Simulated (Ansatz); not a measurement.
# C3H9BGe: rotation by 120° about the C2–Ge3 bond, part 2 of 2

Wanted: the energy profile along the rotation by 120° about the C2–Ge3 bond, from relaxed end points and a band of images. SMILES of the start: C[C]1([GeH3])BC1.

Ansatz 0.2.0; RKS B3LYP-D4/def2-SVP.

## (4) The band

crystal.atoms is end A as relaxed above, and neb.final_atoms is end B, turned to lie on A. With 5 inner images the band has 7 in all. The start path is listed, through a guess of the saddle.

Input file input.yaml:

```yaml
crystal:
  periodic: [false, false, false]
  atoms:
    - { symbol: C, position_ang: [-1.275153, 0.95656, 0.291379] }
    - { symbol: C, position_ang: [-0.194321, -0.067086, -0.040023] }
    - { symbol: Ge, position_ang: [1.438267, 0.118239, 1.040747] }
    - { symbol: B, position_ang: [-0.477925, -1.498889, -0.476721] }
    - { symbol: C, position_ang: [0.051502, -0.498679, -1.513541] }
    - { symbol: H, position_ang: [-1.597424, 0.880276, 1.342983] }
    - { symbol: H, position_ang: [-0.926499, 1.99002, 0.120007] }
    - { symbol: H, position_ang: [-2.171299, 0.809744, -0.334904] }
    - { symbol: H, position_ang: [2.432554, -1.017123, 0.708721] }
    - { symbol: H, position_ang: [1.083408, 0.060701, 2.542278] }
    - { symbol: H, position_ang: [2.112991, 1.475034, 0.726848] }
    - { symbol: H, position_ang: [-0.889841, -2.588493, -0.20931] }
    - { symbol: H, position_ang: [-0.671745, -0.12739, -2.255209] }
    - { symbol: H, position_ang: [1.072586, -0.522114, -1.914355] }
basis:
  gaussian: { orbitals: def2-SVP }
hamiltonian:
  xc: b3lyp
  dispersion: d4
neb:
  order_check: false
  images: 5
  f_tol: 0.05
  max_iterations: 60
  final_atoms:
    - { symbol: C, position_ang: [-1.16256054, 1.12464375, 0.10096705] }
    - { symbol: C, position_ang: [-0.20074479, -0.0509197, -0.03492839] }
    - { symbol: Ge, position_ang: [1.43241711, 0.1262525, 1.04664913] }
    - { symbol: B, position_ang: [-0.63495963, -1.49616668, -0.24403225] }
    - { symbol: C, position_ang: [0.00875769, -0.73877422, -1.4136398] }
    - { symbol: H, position_ang: [-1.50815448, 1.24862969, 1.1406196] }
    - { symbol: H, position_ang: [-0.69525022, 2.07401702, -0.21441733] }
    - { symbol: H, position_ang: [-2.05930497, 0.98179161, -0.52542499] }
    - { symbol: H, position_ang: [2.25778465, 1.33350657, 0.53988658] }
    - { symbol: H, position_ang: [2.29549041, -1.14998977, 0.92447777] }
    - { symbol: H, position_ang: [1.05885601, 0.35002923, 2.52809682] }
    - { symbol: H, position_ang: [-1.16373014, -2.47885086, 0.18425148] }
    - { symbol: H, position_ang: [-0.66519044, -0.41770368, -2.22241698] }
    - { symbol: H, position_ang: [1.02369034, -0.93566544, -1.78118868] }
  initial_path:
    images:
      - { positions_ang: [[-1.275153, 0.95656, 0.291379], [-0.194321, -0.067086, -0.040023], [1.438267, 0.118239, 1.040747], [-0.477925, -1.498889, -0.476721], [0.051502, -0.498679, -1.513541], [-1.597424, 0.880276, 1.342983], [-0.926499, 1.99002, 0.120007], [-2.171299, 0.809744, -0.334904], [2.432554, -1.017123, 0.708721], [1.083408, 0.060701, 2.542278], [2.112991, 1.475034, 0.726848], [-0.889841, -2.588493, -0.20931], [-0.671745, -0.12739, -2.255209], [1.072586, -0.522114, -1.914355]] }
      - { positions_ang: [[-1.23687261, 0.98311348, 0.22845167], [-0.17753881, -0.04573031, -0.05048853], [1.4389951, 0.12618044, 1.0277567], [-0.52342836, -1.49898519, -0.40233974], [0.04096633, -0.53783232, -1.48230102], [-1.57352371, 0.97049243, 1.27596149], [-0.86693374, 2.01488211, 0.01238512], [-2.1334138, 0.83918598, -0.40867772], [2.53023856, -0.61245454, 0.51849381], [1.25057716, -0.32647707, 2.34928695], [1.87252552, 1.45617922, 1.11352332], [-0.98779526, -2.55217122, -0.08461844], [-0.69588118, -0.17407278, -2.24109106], [1.04918579, -0.67151022, -1.82744256]] }
      - { positions_ang: [[-1.19859223, 1.00966696, 0.16552434], [-0.16075662, -0.02437461, -0.06095406], [1.43972321, 0.13412187, 1.0147664], [-0.56893173, -1.49908138, -0.32795849], [0.03043066, -0.57698564, -1.45106104], [-1.54962341, 1.06070887, 1.20893998], [-0.80736848, 2.03974422, -0.09523677], [-2.0955286, 0.86862796, -0.48245144], [2.62792313, -0.20778609, 0.32826662], [1.41774632, -0.71365514, 2.15629591], [1.63206005, 1.43732443, 1.50019865], [-1.08574951, -2.51584944, 0.04007313], [-0.72001736, -0.22075557, -2.22697312], [1.02578558, -0.82090645, -1.74053013]] }
      - { positions_ang: [[-1.16031184, 1.03622044, 0.10259701], [-0.14397443, -0.00301892, -0.07141959], [1.44045131, 0.14206331, 1.0017761], [-0.61443509, -1.49917756, -0.25357723], [0.01989499, -0.61613895, -1.41982106], [-1.52572312, 1.1509253, 1.14191848], [-0.74780322, 2.06460633, -0.20285865], [-2.05764339, 0.89806994, -0.55622516], [2.72560769, 0.19688237, 0.13803943], [1.58491548, -1.10083322, 1.96330486], [1.39159457, 1.41846965, 1.88687397], [-1.18370377, -2.47952766, 0.16476469], [-0.74415354, -0.26743835, -2.21285518], [1.00238536, -0.97030267, -1.65361769]] }
      - { positions_ang: [[-1.16106141, 1.06569488, 0.10205369], [-0.16289789, -0.01898584, -0.05925585], [1.43777324, 0.13679304, 1.01673378], [-0.62127661, -1.49817394, -0.25039557], [0.01618256, -0.65701738, -1.41776064], [-1.51986691, 1.18349343, 1.14148552], [-0.73028556, 2.06774322, -0.20671154], [-2.05819725, 0.92597716, -0.54595844], [2.56966668, 0.5757571, 0.27198848], [1.82177379, -1.11721874, 1.61702916], [1.28068172, 1.06232284, 2.10061492], [-1.17704589, -2.47930206, 0.17126028], [-0.71783251, -0.31752679, -2.21604245], [1.00948702, -0.95875693, -1.69614135]] }
      - { positions_ang: [[-1.16181097, 1.09516932, 0.10151037], [-0.18182134, -0.03495277, -0.04709212], [1.43509518, 0.13152277, 1.03169146], [-0.62811812, -1.49717031, -0.24721391], [0.01247012, -0.6978958, -1.41570022], [-1.51401069, 1.21606156, 1.14105256], [-0.71276789, 2.07088012, -0.21056444], [-2.05875111, 0.95388439, -0.53569171], [2.41372567, 0.95463184, 0.40593753], [2.0586321, -1.13360425, 1.27075347], [1.16976887, 0.70617604, 2.31435587], [-1.17038801, -2.47907646, 0.17775588], [-0.69151147, -0.36761524, -2.21922972], [1.01658868, -0.94721119, -1.73866502]] }
      - { positions_ang: [[-1.16256054, 1.12464375, 0.10096705], [-0.20074479, -0.0509197, -0.03492839], [1.43241711, 0.1262525, 1.04664913], [-0.63495963, -1.49616668, -0.24403225], [0.00875769, -0.73877422, -1.4136398], [-1.50815448, 1.24862969, 1.1406196], [-0.69525022, 2.07401702, -0.21441733], [-2.05930497, 0.98179161, -0.52542499], [2.25778465, 1.33350657, 0.53988658], [2.29549041, -1.14998977, 0.92447777], [1.05885601, 0.35002923, 2.52809682], [-1.16373014, -2.47885086, 0.18425148], [-0.66519044, -0.41770368, -2.22241698], [1.02369034, -0.93566544, -1.78118868]] }
```

Command:

```console
$ ansatz run input.yaml --threads 2 --pin off --max-ram 3072MiB --backend cpu --events-out ev --progress --plain --runs-dir out
```

The log of the run (excerpt; [...] marks lines left out):

```text
Warning: RAYON_NUM_THREADS=2 ignored (pool sized by the plan → 2); use --threads N
[...]
Functional definition: B3LYP
[...]
1498 factors; integrals over basis functions are off by at most 3.3e-4 eV
[...]
mean field -60442.02459285 eV, -2221.2034347117 hartree, gradient 1.9e-5 eV, S^2 0.000000; 0 other end points of the search recorded, 0 dependent functions left out
[...]
reference -60442.02487584 eV, -2221.2034451113 hartree; 32, 32 occupied and 101, 101 virtual orbitals, 1498 factors
1498 factors; integrals over basis functions are off by at most 6.0e-4 eV
[...]
mean field -60442.02453482 eV, -2221.2034325790 hartree, gradient 1.7e-5 eV, S^2 0.000000; 0 other end points of the search recorded, 0 dependent functions left out
[...]
reference -60442.02481876 eV, -2221.2034430134 hartree; 32, 32 occupied and 101, 101 virtual orbitals, 1498 factors
[...]
Atom 4 at     0.016295    -0.694894    -1.440732 Å, force    -0.023192     0.018824    -0.007666 eV/Å
Atom 5 at    -1.536190     1.171022     1.185395 Å, force     0.001432    -0.005565     0.001542 eV/Å
Atom 6 at    -0.741190     2.063945    -0.133586 Å, force    -0.002704    -0.002274     0.000533 eV/Å
Atom 7 at    -2.080251     0.953048    -0.489497 Å, force    -0.002813    -0.002057    -0.001396 eV/Å
Atom 8 at     2.685460     0.055845     0.127988 Å, force    -0.002781     0.000981    -0.002784 eV/Å
Atom 9 at     1.577411    -0.999020     2.109179 Å, force    -0.003181    -0.001539    -0.001791 eV/Å
Atom 10 at     1.396906     1.477593     1.773288 Å, force     0.004780    -0.000439     0.000182 eV/Å
Atom 11 at    -1.141841    -2.498574     0.095379 Å, force     0.005489     0.006273     0.002160 eV/Å
Atom 12 at    -0.662856    -0.357651    -2.239088 Å, force     0.002032    -0.007728    -0.002621 eV/Å
Atom 13 at     1.037613    -0.852964    -1.809672 Å, force    -0.001364    -0.002131     0.001709 eV/Å
Dipole moment:    -0.090032     0.077659    -0.038932 e Å
this run last wrote the band of iteration 7 to <dir>
```

Wall time 2.8 min (2 threads of Arm Neoverse V2, shared host); peak memory 0.39 GiB.

## (5) What the band shows

The 5 inner images lie between the fixed ends 0 and 6. Energy is taken from image 0, and the path length is the program's own coordinate along the band.

| image | path (Å) | energy (eV) | dihedral C1–C2–Ge3–H11 (°) | band force (eV/Å) |
| --- | --- | --- | --- | --- |
| 0 | 0.000 | 0.0000 | -65 | - |
| 1 | 0.802 | 0.0146 | -45 | 0.004 |
| 2 | 1.603 | 0.0456 | -25 | 0.013 |
| 3* | 2.405 | 0.0617 | -4 | 0.023 |
| 4 | 3.206 | 0.0450 | 16 | 0.037 |
| 5 | 4.006 | 0.0138 | 36 | 0.030 |
| 6 | 4.807 | 0.0000 | 55 | - |

The star marks the climbing image.

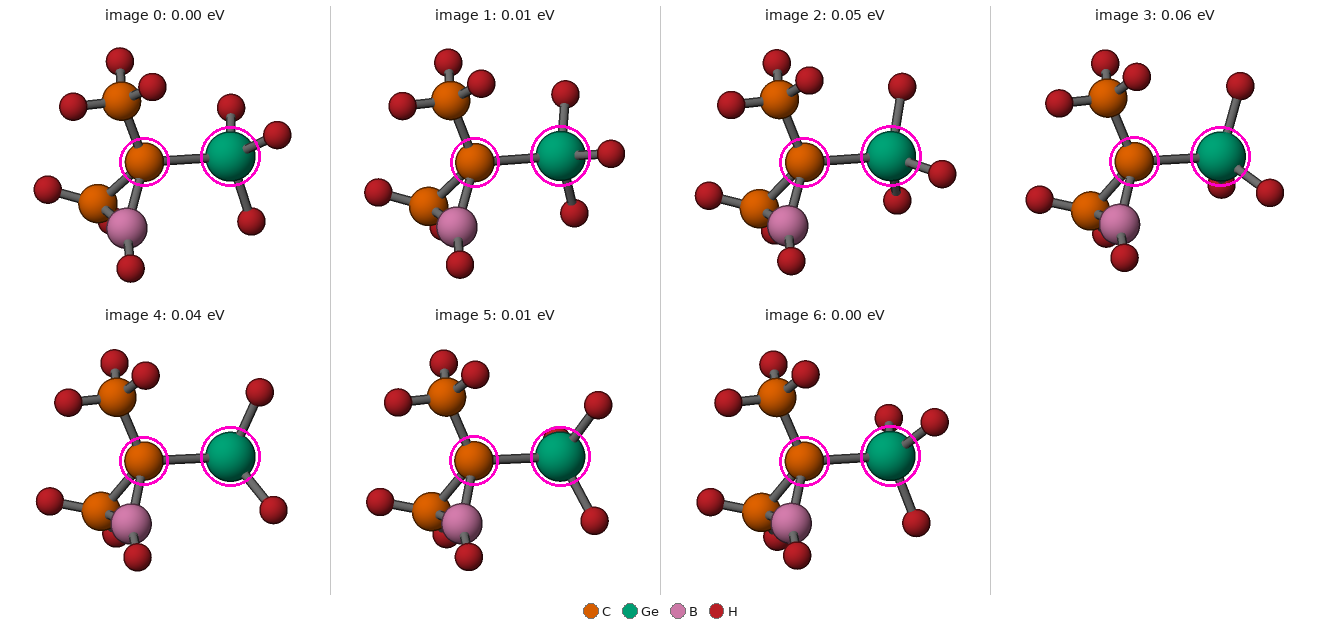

The images of the last band, seen from a chosen angle. Ringed: C2, Ge3. Sticks join atoms closer than a bonding distance in each image.

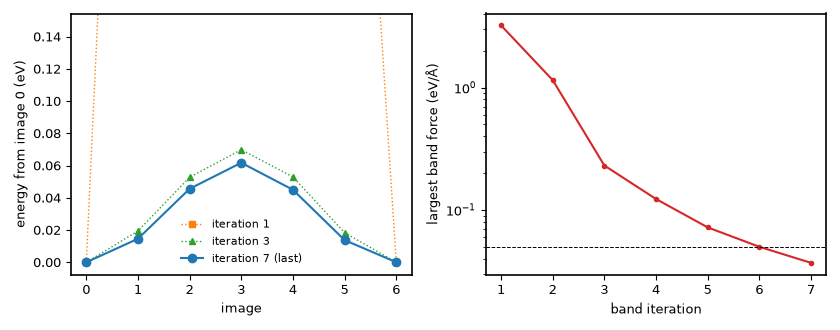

Left: energy of each image for early iterations and the last one (lines only join the points; early values far above the last band run off the scale). Right: the largest band force by iteration, with the threshold dashed.

The top of the band by iteration:

| iteration | highest image above image 0 (eV) | largest band force (eV/Å) |
| --- | --- | --- |
| 1 | 0.8376 | 3.226 |
| 2 | 0.1467 | 1.152 |
| 3 | 0.0699 | 0.231 |
| 4 | 0.0643 | 0.123 |
| 5 | 0.0630 | 0.072 |
| 6 | 0.0621 | 0.050 |
| 7 | 0.0617 | 0.037 |

The band as a trajectory file:

```xyz
14
image=0 dE=0.0000
C    -1.275    0.957    0.291
C    -0.194   -0.067   -0.040
Ge    1.438    0.118    1.041
B    -0.478   -1.499   -0.477
C     0.052   -0.499   -1.514
H    -1.597    0.880    1.343
H    -0.926    1.990    0.120
H    -2.171    0.810   -0.335
H     2.433   -1.017    0.709
H     1.083    0.061    2.542
H     2.113    1.475    0.727
H    -0.890   -2.588   -0.209
H    -0.672   -0.127   -2.255
H     1.073   -0.522   -1.914
14
image=1 dE=0.0146
C    -1.239    0.993    0.247
C    -0.185   -0.074   -0.038
Ge    1.442    0.127    1.049
B    -0.542   -1.503   -0.429
C     0.041   -0.569   -1.497
H    -1.564    0.975    1.300
H    -0.859    2.006    0.029
H    -2.140    0.844   -0.373
H     2.588   -0.712    0.444
H     1.198   -0.325    2.506
H     1.852    1.618    1.056
H    -1.018   -2.556   -0.125
H    -0.651   -0.185   -2.261
H     1.064   -0.668   -1.879
14
image=2 dE=0.0456
C    -1.214    1.036    0.200
C    -0.188   -0.070   -0.038
Ge    1.446    0.124    1.051
B    -0.587   -1.501   -0.373
C     0.029   -0.630   -1.474
H    -1.547    1.067    1.250
H    -0.803    2.030   -0.050
H    -2.113    0.889   -0.422
H     2.675   -0.341    0.239
H     1.376   -0.697    2.358
H     1.606    1.617    1.419
H    -1.096   -2.526   -0.027
H    -0.649   -0.259   -2.257
H     1.053   -0.768   -1.845
14
image=3 dE=0.0617
C    -1.187    1.093    0.143
C    -0.201   -0.058   -0.039
Ge    1.444    0.116    1.046
B    -0.620   -1.498   -0.300
C     0.016   -0.695   -1.441
H    -1.536    1.171    1.185
H    -0.741    2.064   -0.134
H    -2.080    0.953   -0.489
H     2.685    0.056    0.128
H     1.577   -0.999    2.109
H     1.397    1.478    1.773
H    -1.142   -2.499    0.095
H    -0.663   -0.358   -2.239
H     1.038   -0.853   -1.810
14
image=4 dE=0.0450
C    -1.182    1.119    0.119
C    -0.210   -0.046   -0.039
Ge    1.436    0.110    1.044
B    -0.611   -1.497   -0.265
C     0.012   -0.710   -1.425
H    -1.536    1.210    1.159
H    -0.724    2.083   -0.164
H    -2.071    0.981   -0.519
H     2.619    0.512    0.133
H     1.803   -1.221    1.739
H     1.213    1.188    2.125
H    -1.113   -2.498    0.153
H    -0.681   -0.405   -2.224
H     1.032   -0.854   -1.805
14
image=5 dE=0.0138
C    -1.177    1.129    0.108
C    -0.212   -0.041   -0.038
Ge    1.429    0.113    1.042
B    -0.607   -1.497   -0.247
C     0.013   -0.719   -1.417
H    -1.529    1.234    1.147
H    -0.716    2.087   -0.190
H    -2.069    0.989   -0.527
H     2.476    0.957    0.279
H     2.043   -1.280    1.315
H     1.092    0.787    2.389
H    -1.103   -2.496    0.181
H    -0.682   -0.421   -2.217
H     1.031   -0.871   -1.798
14
image=6 dE=0.0000
C    -1.163    1.125    0.101
C    -0.201   -0.051   -0.035
Ge    1.432    0.126    1.047
B    -0.635   -1.496   -0.244
C     0.009   -0.739   -1.414
H    -1.508    1.249    1.141
H    -0.695    2.074   -0.214
H    -2.059    0.982   -0.525
H     2.258    1.334    0.540
H     2.295   -1.150    0.924
H     1.059    0.350    2.528
H    -1.164   -2.479    0.184
H    -0.665   -0.418   -2.222
H     1.024   -0.936   -1.781
```

## (6) Vibrations at the top

The geometry is the highest inner image of the first converged band.

Input file input.yaml:

```yaml
crystal:
  periodic: [false, false, false]
  atoms:
    - { symbol: C, position_ang: [-1.187245, 1.092807, 0.142755] }
    - { symbol: C, position_ang: [-0.20082, -0.057776, -0.038741] }
    - { symbol: Ge, position_ang: [1.443749, 0.115764, 1.046439] }
    - { symbol: B, position_ang: [-0.619941, -1.498346, -0.300208] }
    - { symbol: C, position_ang: [0.016295, -0.694894, -1.440732] }
    - { symbol: H, position_ang: [-1.53619, 1.171022, 1.185395] }
    - { symbol: H, position_ang: [-0.74119, 2.063945, -0.133586] }
    - { symbol: H, position_ang: [-2.080251, 0.953048, -0.489497] }
    - { symbol: H, position_ang: [2.68546, 0.055845, 0.127988] }
    - { symbol: H, position_ang: [1.577411, -0.99902, 2.109179] }
    - { symbol: H, position_ang: [1.396906, 1.477593, 1.773288] }
    - { symbol: H, position_ang: [-1.141841, -2.498574, 0.095379] }
    - { symbol: H, position_ang: [-0.662856, -0.357651, -2.239088] }
    - { symbol: H, position_ang: [1.037613, -0.852964, -1.809672] }
basis:
  gaussian: { orbitals: def2-SVP }
hamiltonian:
  xc: b3lyp
  dispersion: d4
phonons: {}
```

Command:

```console
$ ansatz run input.yaml --threads 2 --pin off --max-ram 3072MiB --backend cpu --events-out ev --progress --plain --runs-dir out
```

The log of the run (excerpt; [...] marks lines left out):

```text
Warning: RAYON_NUM_THREADS=2 ignored (pool sized by the plan → 2); use --threads N
[...]
[... 1 set-up line as earlier in the session ...]
[...]
1499 factors; integrals over basis functions are off by at most 3.2e-4 eV
[...]
mean field -60441.96366476 eV, -2221.2011956455 hartree, gradient 2.0e-5 eV, S^2 0.000000; 0 other end points of the search recorded, 0 dependent functions left out
[...]
reference -60441.96394526 eV, -2221.2012059539 hartree; 32, 32 occupied and 101, 101 virtual orbitals, 1499 factors
[...]
1499 factors; integrals over basis functions are off by at most 3.2e-4 eV
mean field -60441.96347637 eV, -2221.2011887224 hartree, gradient 2.4e-6 eV, S^2 0.000000; 0 other end points of the search recorded, 0 dependent functions left out
[...]
reference -60441.96375685 eV, -2221.2011990296 hartree; 32, 32 occupied and 101, 101 virtual orbitals, 1499 factors
[...]
1499 factors; integrals over basis functions are off by at most 3.2e-4 eV
[...]
WARN: phonons: modes at or below zero, which the zero-point energy, F, S and C_V leave out: 1, the lowest at -114.09 cm⁻¹. A minimum has none, and a first-order saddle one
[...]
Atom 6 at    -0.741190     2.063945    -0.133586 Å, force    -0.002461    -0.002501     0.000512 eV/Å
Atom 7 at    -2.080251     0.953048    -0.489497 Å, force    -0.002848    -0.002017    -0.001380 eV/Å
Atom 8 at     2.685460     0.055845     0.127988 Å, force    -0.002868     0.000962    -0.002732 eV/Å
Atom 9 at     1.577411    -0.999020     2.109179 Å, force    -0.003238    -0.001573    -0.001769 eV/Å
Atom 10 at     1.396906     1.477593     1.773288 Å, force     0.004765    -0.000397     0.000249 eV/Å
Atom 11 at    -1.141841    -2.498574     0.095379 Å, force     0.005462     0.006310     0.002180 eV/Å
Atom 12 at    -0.662856    -0.357651    -2.239088 Å, force     0.002074    -0.007822    -0.002665 eV/Å
Atom 13 at     1.037613    -0.852964    -1.809672 Å, force    -0.001384    -0.002125     0.001632 eV/Å
Dipole moment:    -0.090029     0.077660    -0.038931 e Å
Vibrations: -114.09 141.50 203.67 221.00 245.37 300.42 466.12 526.94 572.67 591.45 748.34 806.37 837.66 852.54 879.50 892.94 905.13 941.14 989.54 1063.28 1084.84 1150.23 1300.92 1392.62 1407.72 1462.30 1471.38 2110.01 2112.52 2121.03 2697.50 3010.23 3065.74 3082.22 3096.67 3145.66 cm⁻¹, [...]
```

Wall time 4 min (2 threads of Arm Neoverse V2, shared host); peak memory 0.39 GiB.

Of 36 modes, 1 is imaginary by more than 30 cm⁻¹ (114i cm⁻¹).

## (7) Results

What follows sums up all 2 parts.

| quantity | value |
| --- | --- |
| end A | 11 moves, 0.450 eV lower |
| end B | 11 moves, 0.447 eV lower |
| barrier forwards | 0.062 eV |
| barrier backwards | 0.062 eV |
| second end relative to first | 0.000 eV |
| highest image | 3 of 0 to 6, climbing |
| band iterations | 7 |
| imaginary modes at the top | 114i cm⁻¹ |

In words: Along this path the system climbs 0.062 eV from the first end (2.4 kT at 300 K). The two ends lie within 1 meV of each other. The listed dihedral goes from -65° at end A through -4° at the highest image to 55° at end B. One imaginary mode, as a first-order saddle point has. These are electronic energies, with no zero-point or thermal terms.
